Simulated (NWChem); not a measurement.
# USVWN5/def2-TZVPP run of AlBrCl (SMILES [Cl][Al][Br])

Aim: the vertical ionisation energy of AlBrCl at USVWN5/def2-TZVPP, from 2 runs. 

The results are computed with NWChem 7.3.0.

**1. The molecule**

AlBrCl: 3 atoms, total charge 0, spin state doublet. As SMILES, `[Cl][Al][Br]`. The coordinates come from a PBE0-D4/def2-TZVP relaxation.

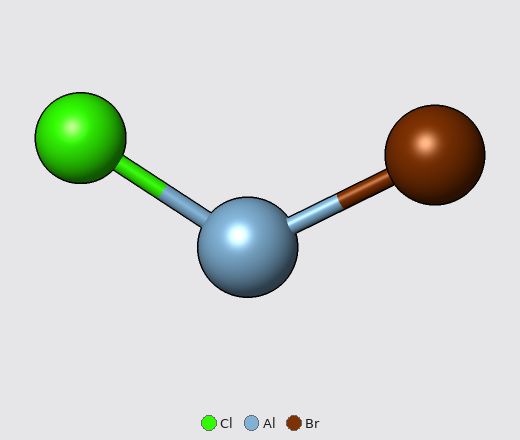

The structure, seen from a chosen angle (chlorine green, aluminium light blue, bromine brown).

**2. The energy at USVWN5/def2-TZVPP**

m1.nw reads:

```
echo
start m1
memory stack 880 mb heap 220 mb global 1100 mb
charge 0

geometry noautosym nocenter noautoz
 Cl     0.439900     1.761100     0.423900
 Al    -0.648100     0.131300    -0.337700
 Br     0.197100    -1.957200    -0.099400
end

basis "ao basis" spherical bse
 * library def2-TZVPP
end

dft
 xc slater vwn_5
 mult 2
 grid fine
 convergence energy 1e-08
 iterations 100
 mulliken
 noprint "final vectors analysis"
end

task dft
```

The run is started by

```
$ nwchem m1.nw > m1.out
```

The program printed:

```text
[...]
          Wavefunction type:  spin polarized.
          No. of atoms     :     3
          No. of electrons :    65
[...]
          Charge           :     0
          Spin multiplicity:     2
[...]
          AO basis - number of functions:   132
[...]
              XC Information
              --------------
                        Slater Exchange Functional  1.000 local
                      VWN V Correlation Functional  1.000 local
[...]
 d= 0,ls=0.0,diis     1  -3270.7534508086 -3.52D+03  6.03D-03  7.10D-01     7.3
[...]
 d= 0,ls=0.0,diis    11  -3270.8372724546 -1.31D-09  9.24D-08  7.72D-11    42.9
[...]
         Total DFT energy =    -3270.837272454614
      One electron energy =    -5044.132734506083
           Coulomb energy =     1659.827269316287
    Exchange-Corr. energy =     -132.109882667246
 Nuclear repulsion energy =      245.578075402427
[...]
      Total Density - Mulliken Population Analysis
     ---------------------------------------------
    Atom       Charge   Shell Charges
 -----------   ------   -------------------------------------------------------
    1 Cl  17    17.15   2.01  0.42  1.53  1.16  0.76  4.18  1.67  1.17  2.72  1.50  0.00  0.00  0.01  0.00
    2 Al  13    12.71   2.00  0.63  1.34  0.97  0.35  2.94  2.16  0.91  0.80  0.24  0.00  0.14  0.16  0.06
    3 Br  35    35.14   2.00  2.01  1.15  0.79  1.10  0.87  6.00  5.91  1.42  2.57  1.31  8.93  1.03  0.04  0.02  0.00
[...]
      <S2> =      0.7513 (Exact =     0.7500)
[...]
```

It took 44 s on 1 thread of Intel Xeon Platinum 8252C at 3.80GHz (Skylake/Cascade Lake), shared host; peak memory 0.12 GiB.

**3. The singlet cation, same level**

calc.nw reads:

```
start calc
title "AlBrCl SVWN5"
memory stack 880 mb heap 220 mb global 1100 mb
charge 1

geometry units bohr noautosym nocenter noautoz
   Cl  0.83129052  3.32799668  0.80105490
   Al -1.22473150  0.24812104 -0.63816051
   Br  0.37246502 -3.69857197 -0.18783878
end

basis spherical bse
   * library def2-TZVPP
end

dft
   xc slater vwn_5
   grid fine
   convergence energy 1e-08
   iterations 100
   mulliken
   print low
end

task dft
```

The run is started by

```
$ nwchem calc.nw > calc.out
```

The program printed:

```text
[...]
 d= 0,ls=0.0,diis     1  -3270.1053730770 -3.52D+03  2.72D-02  1.20D+01     4.5
[...]
 d= 0,ls=0.0,diis    13  -3270.5205263351 -6.71D-09  2.62D-07  1.12D-09    39.8
         Total DFT energy =    -3270.520526335083
      One electron energy =    -5029.118241399994
           Coulomb energy =     1644.829686055678
    Exchange-Corr. energy =     -131.810028793150
 Nuclear repulsion energy =      245.578057802384
[...]
      Total Density - Mulliken Population Analysis
     ---------------------------------------------
    Atom       Charge   Shell Charges
 -----------   ------   -------------------------------------------------------
    1 Cl  17    16.90   2.01  0.42  1.53  1.19  0.76  4.18  1.67  1.14  2.71  1.26  0.00  0.01  0.02  0.00
    2 Al  13    12.27   2.00  0.62  1.34  0.92  0.09  2.94  2.16  0.91  0.77  0.14  0.00  0.13  0.16  0.07
    3 Br  35    34.83   2.00  2.01  1.15  0.79  1.13  0.86  6.00  5.91  1.38  2.56  1.02  8.93  1.03  0.04  0.03  0.00
[...]
```

Wall time 41 s (1 thread of Intel Xeon Platinum 8252C at 3.80GHz (Skylake/Cascade Lake), shared host); peak memory 0.12 GiB.

**4. Results**

At USVWN5/def2-TZVPP:

```
                                          quantity           value
                      doublet AlBrCl: total energy  -3270.83727 Eh
                     doublet AlBrCl: dipole moment          1.32 D
                              doublet AlBrCl: ⟨S²⟩           0.751
                      singlet cation: total energy  -3270.52053 Eh
vertical ionisation energy (to the singlet cation)        8.619 eV
```

What this shows: The vertical ionisation energy comes to 8.62 eV (832 kJ/mol). Only the singlet of the ionised species was computed; a triplet could lie lower. Mulliken charges (doublet AlBrCl) run from -0.15 on Cl1 to +0.29 on Al2. Mulliken charges (singlet cation) run from +0.10 on Cl1 to +0.73 on Al2.
